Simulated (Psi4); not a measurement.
# doublet BBr2F+ at 6 levels

We compute a comparison of 6 runs (UHF/STO-3G, U-wB97M-V/cc-pVDZ, U-wB97X/cc-pVDZ, UHSE06/cc-pVDZ, UTPSSh/cc-pVDZ, UB3LYP/6-31G*) of doublet BBr2F+. 

The results are computed with Psi4 1.11.

### Step 1. The system as given

The species is BBr2F+ (4 atoms), meant as a doublet with charge +1. As SMILES of the parent species, `FB(Br)Br`. The shape is that of a PBE0-D4/def2-TZVP optimisation. That shape belongs to the parent species and isn't relaxed for this state.

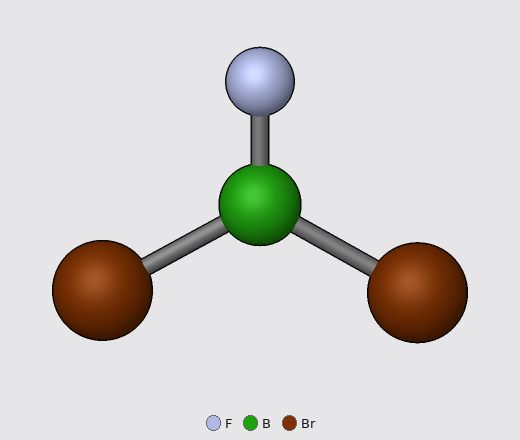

The structure, seen from a chosen angle (fluorine light blue, boron green, bromine brown).

### Step 2. The energy at UHF/STO-3G (run 1)

The input, bbr2f.json:

```json
{
 "schema_name": "qcschema_input",
 "schema_version": 1,
 "molecule": {
  "schema_name": "qcschema_molecule",
  "schema_version": 2,
  "symbols": ["F", "B", "Br", "Br"],
  "geometry": [2.48791893, 0.88053679, 0.68855951, 0.23425045, 0.08271331, 0.06455304, -0.91281331, -3.07915754, 1.32554839, -1.80935607, 2.11590744, -2.07866094],
  "molecular_charge": 1,
  "molecular_multiplicity": 2,
  "fix_symmetry": "c1"
 },
 "driver": "energy",
 "model": {
  "method": "scf",
  "basis": "STO-3G"
 },
 "keywords": {
  "reference": "uhf",
  "puream": true,
  "e_convergence": 1e-09,
  "d_convergence": 1e-08,
  "scf_type": "pk",
  "maxiter": 100,
  "scf_properties": ["WIBERG_LOWDIN_INDICES", "DIPOLE", "LOWDIN_CHARGES"]
 }
}
```

Started as:

```sh
psi4 --qcschema bbr2f.json -n 1 --memory 2200MB
```

stdout:

```text
[...]
  Running in c1 symmetry.
[...]
  Nuclear repulsion =  430.663016925350576
[...]
  Multiplicity = 2
[...]
  Nalpha       = 42
  Nbeta        = 41
[...]
    Number of basis functions: 46
[...]
   @UHF iter   1: -5211.34744194482209   -2.98117e+00   1.08502e-02 DIIS/ADIIS
[...]
   @UHF iter  20: -5211.57237973589054   -7.27596e-11   7.99791e-09 DIIS
[...]
   @S^2 Observed:                7.671761889E-01
[...]
    Orbital Energies [Eh]
    ---------------------
    Alpha Occupied:
       1A   -484.868425     2A   -484.868399     3A    -63.589139
       4A    -63.589106     5A    -58.140596     6A    -58.140571
       7A    -58.137737     8A    -58.137712     9A    -58.136654
      10A    -58.136629    11A    -26.293680    12A     -9.524439
      13A     -9.524415    14A     -7.827465    15A     -7.276286
      16A     -7.276213    17A     -7.266164    18A     -7.266028
      19A     -7.259807    20A     -7.259712    21A     -2.632367
      22A     -2.631479    23A     -2.630784    24A     -2.630131
      25A     -2.625393    26A     -2.625147    27A     -2.617567
      28A     -2.617483    29A     -2.617100    30A     -2.616947
      31A     -1.804691    32A     -1.245508    33A     -1.194228
      34A     -0.906212    35A     -0.843897    36A     -0.808792
[...]
  @UHF Final Energy: -5211.57237973589054
   => Energetics <=
    Nuclear Repulsion Energy =            430.6630169253505755
    One-Electron Energy =               -8126.2220481059548547
    Two-Electron Energy =                2483.9866514447139707
    Total Energy =                      -5211.5723797358905358
  UHF NO Occupations:
  HONO-2 :   40  A 1.9998066
  HONO-1 :   41  A 1.9917069
[...]
 Multipole Moments:
 ------------------------------------------------------------------------------------
     Multipole            Electronic (a.u.)      Nuclear  (a.u.)        Total (a.u.)
 ------------------------------------------------------------------------------------
 L = 1.  Multiply by 2.5417464519 to convert [e a0] to [Debye]
 Dipole X            :         -1.9476169            2.0637667            0.1161498
 Dipole Y            :         -0.6895684            0.7303475            0.0407791
 Dipole Z            :         -0.5391229            0.5710683            0.0319454
 Magnitude           :                                                    0.1271779
[...]
```

The result, in JSON:

```text
{
 "driver": "energy",
 "model": {
  "method": "scf",
  "basis": "STO-3G"
 },
 "success": true,
 "return_result": -5211.5723797358905,
 "properties": {
  "calcinfo_nbasis": 46,
  "calcinfo_nmo": 46,
  "calcinfo_nalpha": 42,
  "calcinfo_nbeta": 41,
  "calcinfo_natom": 4,
  "nuclear_repulsion_energy": 430.6630169253506,
  "return_energy": -5211.5723797358905,
  "scf_one_electron_energy": -8126.222048105955,
  "scf_two_electron_energy": 2483.986651444714,
  "scf_dipole_moment": [0.11614981969371008, 0.04077913629195007, 0.03194542126272237],
  "scf_total_energy": -5211.5723797358905,
  "scf_iterations": 20
 }
}
```

Wall time 2.5 s (1 thread of AMD EPYC 7R43 (Zen 3), shared host); peak memory 0.2 GiB.

### Step 3. A single-point energy at U-wB97M-V/cc-pVDZ (run 2)

The input, job.py:

```python
import psi4

psi4.set_memory('2200 MB')
psi4.set_num_threads(1)
psi4.set_output_file('bbr2f.out', False)

molecule = psi4.geometry("""
1 2
F      2.48791893     0.88053679     0.68855951
B      0.23425045     0.08271331     0.06455304
Br    -0.91281331    -3.07915754     1.32554839
Br    -1.80935607     2.11590744    -2.07866094
units au
symmetry c1
""")

options = {'basis': 'cc-pVDZ', 'reference': 'uks', 'puream': True, 'e_convergence': 1e-09, 'd_convergence': 1e-08, 'scf_type': 'pk', 'dft_radial_points': 99, 'dft_spherical_points': 590, 'maxiter': 100}
psi4.set_options(options)

E = psi4.energy('wb97m-v')
print(f'wb97m-v energy: {E:.10f} Eh')
```

Started as:

```sh
python job.py
```

bbr2f.out:

```text
[...]
  Running in c1 symmetry.
[...]
  Nuclear repulsion =  430.663016925350576
[...]
  Multiplicity = 2
[...]
  Nalpha       = 42
  Nbeta        = 41
[...]
    Number of basis functions: 82
[...]
   @UKS iter   1: -5272.19138451093386   -2.48528e+00   8.96891e-03 ADIIS/DIIS
[...]
   @UKS iter  14: -5272.36107839459419   -8.18545e-12   4.96770e-09 DIIS
[...]
   @S^2 Observed:                7.567292581E-01
[...]
    Orbital Energies [Eh]
    ---------------------
    Alpha Occupied:
       1A   -483.834937     2A   -483.834929     3A    -63.139466
       4A    -63.139458     5A    -56.828433     6A    -56.828425
       7A    -56.825937     8A    -56.825930     9A    -56.824337
      10A    -56.824329    11A    -25.178160    12A     -9.206832
      13A     -9.206806    14A     -7.304172    15A     -6.991493
      16A     -6.991484    17A     -6.985494    18A     -6.985486
      19A     -6.978678    20A     -6.978670    21A     -3.069222
      22A     -3.069214    23A     -3.069037    24A     -3.069017
      25A     -3.063331    26A     -3.063315    27A     -3.058909
      28A     -3.058896    29A     -3.058166    30A     -3.058156
      31A     -1.601614    32A     -1.209532    33A     -1.182802
      34A     -0.910838    35A     -0.834840    36A     -0.820064
[...]
  @UKS Final Energy: -5272.36107839459419
   => Energetics <=
    Nuclear Repulsion Energy =            430.6630169253505755
    One-Electron Energy =               -8172.2761649288986519
    Two-Electron Energy =                2625.3398440061819201
    DFT Exchange-Correlation Energy =    -156.4344738098796483
    Empirical Dispersion Energy =           0.0000000000000000
    VV10 Nonlocal Energy =                  0.3466994126521442
    Total Energy =                      -5272.3610783945941876
[...]
 Multipole Moments:
 ------------------------------------------------------------------------------------
     Multipole            Electronic (a.u.)      Nuclear  (a.u.)        Total (a.u.)
 ------------------------------------------------------------------------------------
 L = 1.  Multiply by 2.5417464519 to convert [e a0] to [Debye]
 Dipole X            :         -2.2818540            2.0637667           -0.2180872
 Dipole Y            :         -0.8075654            0.7303475           -0.0772179
 Dipole Z            :         -0.6316131            0.5710683           -0.0605448
 Magnitude           :                                                    0.2391450
[...]
```

On the terminal:

```text
wb97m-v energy: -5272.3610783946 Eh
```

Run time: 2.5 min. Hardware: 1 thread of AMD EPYC 7R43 (Zen 3), shared host; peak memory 1.6 GiB.

Runs 3 to 5 aren't shown in full; the table further down has their settings and results.

### Step 4. Energy and forces at UB3LYP/6-31G(d) (spherical functions) (run 6)

The input, run.py:

```python
import psi4

psi4.set_memory('2200 MB')
psi4.set_num_threads(1)
psi4.set_output_file('output.dat', False)

m = psi4.geometry("""
1 2
F      1.316550     0.465960     0.364370
B      0.123960     0.043770     0.034160
Br    -0.483040    -1.629420     0.701450
Br    -0.957470     1.119690    -1.099980
symmetry c1
""")

psi4.set_options({
    'reference': 'uks',
    'puream': True,
    'e_convergence': 1e-09,
    'd_convergence': 1e-08,
    'scf_type': 'pk',
    'dft_radial_points': 99,
    'dft_spherical_points': 590,
    'maxiter': 100,
})

E, wfn = psi4.gradient('b3lyp/6-31G*', molecule=m, return_wfn=True)
psi4.oeprop(wfn, 'MULLIKEN_CHARGES', 'MAYER_INDICES', 'WIBERG_LOWDIN_INDICES')
print('gradient / Eh bohr^-1')
print(E.np.round(6))
print(f'energy = {wfn.energy():.10f} Eh')
```

Started as:

```sh
python run.py
```

output.dat, shortened:

```text
[...]
  Running in c1 symmetry.
[...]
  Nuclear repulsion =  430.663016420337158
[...]
  Multiplicity = 2
[...]
  Nalpha       = 42
  Nbeta        = 41
[...]
    Number of basis functions: 92
[...]
   @UKS iter   1: -5271.68895182886627   -2.14322e+00   2.15934e-02 DIIS/ADIIS
[...]
   @UKS iter  13: -5272.16950760048712   -4.54747e-12   3.88856e-09 DIIS
[...]
   @S^2 Observed:                7.530923397E-01
[...]
  @UKS Final Energy: -5272.16950760048712
   => Energetics <=
    Nuclear Repulsion Energy =            430.6630164203371578
    One-Electron Energy =               -8172.5227199760756776
    Two-Electron Energy =                2628.0594904910581135
    DFT Exchange-Correlation Energy =    -158.3692945358057784
    Empirical Dispersion Energy =           0.0000000000000000
    VV10 Nonlocal Energy =                  0.0000000000000000
    Total Energy =                      -5272.1695076004862131
[...]
 Multipole Moments:
 ------------------------------------------------------------------------------------
     Multipole            Electronic (a.u.)      Nuclear  (a.u.)        Total (a.u.)
 ------------------------------------------------------------------------------------
 L = 1.  Multiply by 2.5417464519 to convert [e a0] to [Debye]
 Dipole X            :         -2.2585890            2.0637667           -0.1948223
 Dipole Y            :         -0.7993842            0.7303475           -0.0690367
 Dipole Z            :         -0.6251376            0.5710683           -0.0540693
 Magnitude           :                                                    0.2136476
[...]
  -Total Gradient:
     Atom            X                  Y                   Z
    ------   -----------------  -----------------  -----------------
       1        0.012914178916     0.004578691553     0.003587758039
       2       -0.033499218205    -0.011875744150    -0.009293327004
       3        0.010148990459     0.004498940028     0.002297056836
       4        0.010438975513     0.002799130370     0.003409293134
[...]
  Mulliken Charges: (a.u.)
   Center  Symbol    Alpha    Beta     Spin     Total
       1     F     4.57287  4.55780  0.01507 -0.13067
       2     B     2.27192  2.31831 -0.04640  0.40977
       3    BR    17.57760 17.06195  0.51565  0.36045
       4    BR    17.57761 17.06194  0.51567  0.36045
   Total alpha = 42.00000, Total beta = 41.00000, Total charge =  1.00000
[...]
```

On the terminal:

```text
gradient / Eh bohr^-1
[[ 0.012914  0.004579  0.003588]
 [-0.033499 -0.011876 -0.009293]
 [ 0.010149  0.004499  0.002297]
 [ 0.010439  0.002799  0.003409]]
energy = -5272.1695076005 Eh
```

It took 30 s on 1 thread of AMD EPYC 7R43 (Zen 3), shared host; peak memory 0.74 GiB.

### Step 5. All runs side by side

```csv
run,level,integration grid,task,energy (Eh),HOMO energy (eV),LUMO energy (eV),⟨S²⟩,wall time
1,UHF/STO-3G,–,energy,-5211.572380,-14.50,-8.39,0.767,2.5 s
2,U-wB97M-V/cc-pVDZ,99 radial × 590 angular,energy,-5272.361078,-16.97,-11.45,0.757,2.5 min
3,U-wB97X/cc-pVDZ,99 radial × 590 angular,energy,-5272.701842,-16.97,-11.41,0.759,73 s
4,UHSE06/cc-pVDZ,99 radial × 590 angular,energy,-5271.937955,-14.88,-13.52,0.754,89 s
5,UTPSSh/cc-pVDZ,99 radial × 590 angular,energy,-5272.521364,-14.74,-13.52,0.753,65 s
6,UB3LYP/6-31G* (spherical functions),99 radial × 590 angular,gradient,-5272.169508,-15.04,-13.26,0.753,30 s
```

### Step 6. What came out

| quantity | value |
| --- | --- |
| run 6: total energy | -5272.16951 Eh |
| run 6: HOMO energy (highest over α and β) | -15.04 eV |
| run 6: LUMO energy (lowest over α and β) | -13.26 eV |
| run 6: ⟨S²⟩ | 0.753 |
| run 6: largest force on an atom | 1.889 eV/Å |

What this shows: Totals of different functionals can't be ranked against each other. In run 1 the basis is minimal, so the values are rough. All runs together took 6.8 min, the longest 2.5 min.
